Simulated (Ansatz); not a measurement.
The relaxed structure here is a generated cell of InP: the first start was made by placing the elements on the sites of a structure type, and the end was not matched to a known phase here, so it may be hypothetical. Known forms of InP include space group No. 216.

A relaxed structure of InP. Space group P4₂/mnm (No. 136), AFLOW prototype AB_tP8_136_g_f (as in BeO). All values below come from PBE (plane waves to 420 eV, PAW, scalar-relativistic; Ansatz, a program for electronic structure).

Space group P4₂/mnm (No. 136); a = 7.277 Å, b = 7.277 Å, c = 4.216 Å, α = 90.00°, β = 90.00°, γ = 90.00°

```
atom  site  symmetry       x       y       z
----  ----  --------  ------  ------  ------
In      4f      m.2m  0.3219  0.3219  0.0000
P       4g      m.2m  0.1805  0.1805  0.5000
```

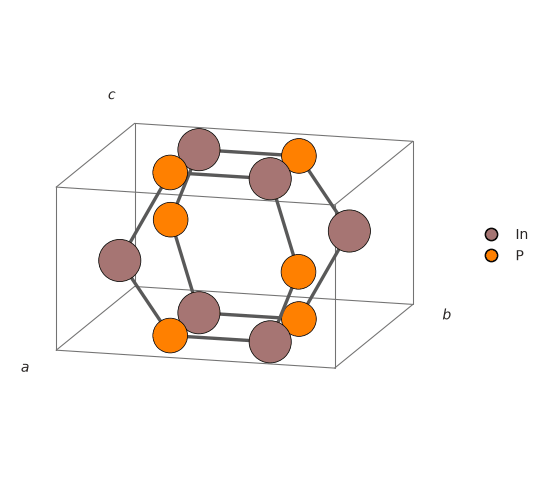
Figure: The conventional cell of the relaxed structure

* **Volume per atom**: 27.91 Å³
* **Band gap**: 0.57 eV, direct at Γ (no spin-orbit coupling)
* **Shortest distances**: In–P 2.56 Å
* **k-mesh**: 5×5×8

Band energies at high-symmetry points (eV from the VBM; labels of this space group; no spin-orbit coupling), from −5 eV up to 3.7 eV:

| point | energies |
|---|---|
| Γ | -4.34 -4.34 -3.44 -2.26 -2.07 -0.91 -0.91 -0.20 -0.06 0.00 0.00 0.57 1.68 1.81 1.81 3.56 |
| X | -2.75 -2.75 -2.17 -2.17 -1.58 -1.58 -0.75 -0.75 -0.51 -0.51 1.99 1.99 2.22 2.22 3.63 3.63 |
| M | -4.23 -4.23 -4.01 -4.01 -1.78 -1.78 -1.27 -1.27 -1.05 -1.05 -0.95 -0.95 2.03 2.03 2.60 2.60 3.19 3.19 |
| Z | -4.55 -4.55 -3.70 -3.70 -1.86 -1.86 -1.67 -1.67 -1.63 -1.63 2.72 2.72 3.56 3.56 |
| R | -4.89 -4.89 -2.97 -2.97 -2.21 -2.21 -1.50 -1.50 -0.93 -0.93 2.19 2.19 2.76 2.76 |
| A | -2.33 -2.33 -1.39 -1.39 -1.28 -1.28 -1.28 -1.28 1.32 1.32 2.56 2.56 2.68 2.68 |

No spin polarisation in the result.

The run could not lose the symmetry of its start, so the end can be a saddle point.
